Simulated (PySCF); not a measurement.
Ge(H)(Cl)2(Me), SMILES [Cl][GeH]([Cl])[CH3] at its CAM-B3LYP/def2-SVP optimised geometry (Å):

```
8

Ge    -0.2194    -0.7382     0.0000
C     -0.8402     1.0897     0.0000
Cl     1.9381    -0.7382     0.0000
Cl    -0.8754    -1.6945     1.8194
H     -0.6779    -1.6121    -1.1681
H     -0.4996     1.6001    -0.9117
H     -1.9381     1.1117     0.0416
H     -0.4360     1.6121     0.8772
```

Level of theory: CAM-B3LYP/def2-TZVP (PySCF 2.14.0).

Map of the deformation density (molecule minus spherical neutral atoms) (e/bohr³) on the plane z = 1.2 Å:

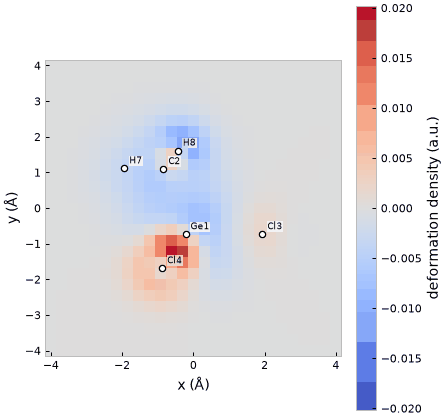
Figure: Deformation density (molecule minus spherical neutral atoms) (e/bohr³) on the plane z = 1.2 Å.
